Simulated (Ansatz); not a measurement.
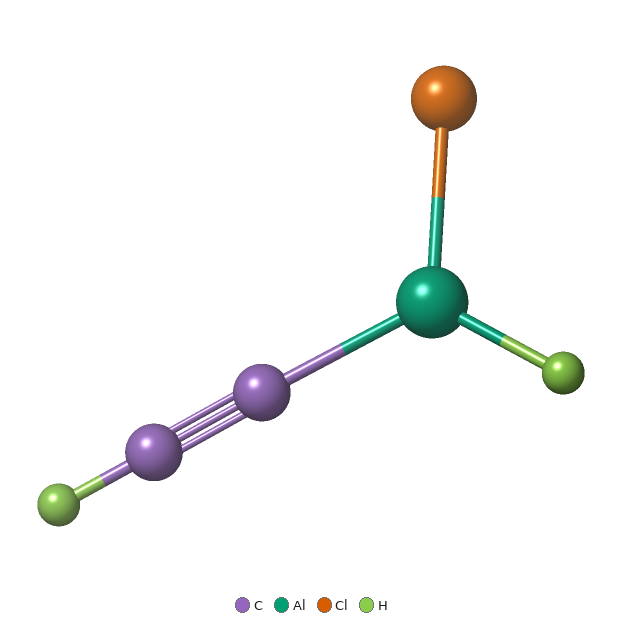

Computed geometry: PBE0-D4/def2-TZVP optimisation. No frequency run is at hand to confirm it as a minimum.

Give the structural formula.

SMILES: C#[C][AlH][Cl]

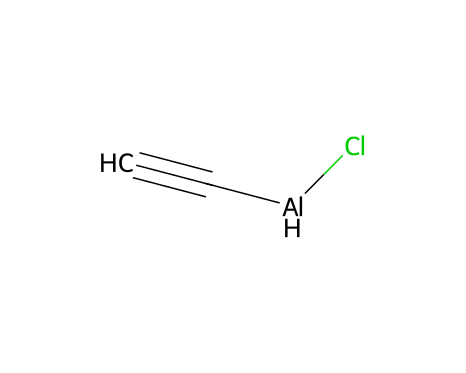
